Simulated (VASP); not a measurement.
Consider the following.

```
InSb
1.0
    0.00000     3.27123     3.27123
    3.27123     0.00000     3.27123
    3.27123     3.27123     0.00000
In Sb
1 1
Direct
  0.00000   0.00000   0.00000
  0.25000   0.25000   0.25000
```

The numbers are results of PBE GGA with D3 dispersion (Becke-Johnson damping), VASP's PBE PAW potentials (set 64) (plane waves; VASP), not measurements. Run with 520 eV cut-off, 11×11×11 Γ-centred mesh, tetrahedra with Blöchl corrections, potentials In_d Sb.

Unless said otherwise, spin-orbit coupling is left out, though it shifts the bands of the heavy elements here.

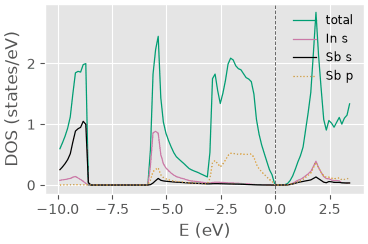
Fig. 1. Total and projected density of states, zero at the Fermi level

Within 2 eV below the Fermi level the largest weight inside VASP's projection spheres is Sb p, then In p.

It has no gap at this level: it comes out as a metal or semimetal.

The compound is InSb in the zinc blende structure. It was relaxed first.
